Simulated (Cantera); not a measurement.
Feed: 1 mol SiHCl3, a varied amount of NH3, 90 mol N2, held at 1075 K and 120 Torr.

Equilibrium computed with Cantera from the NASA thermochemical tables; the gas is ideal and each condensed phase is pure. Candidate condensed phases: NH4Cl, Si, Si3N4; 28 gas species. Equilibrium is a limit: real reactors are often held back by kinetics, nucleation or transport.

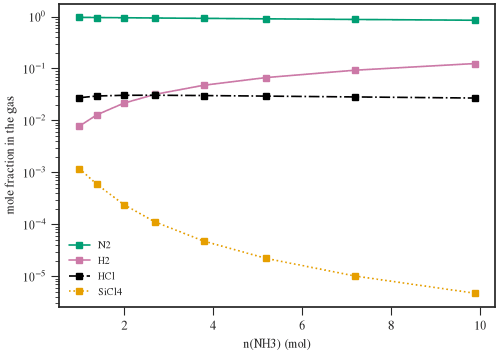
*Equilibrium gas composition (values under 1e-9 drawn at 1e-9)*

From 1 mol NH3 to 9.9 mol NH3 the condensed part is Si3N4(s). The main Si-bearing gas is SiCl4 throughout.
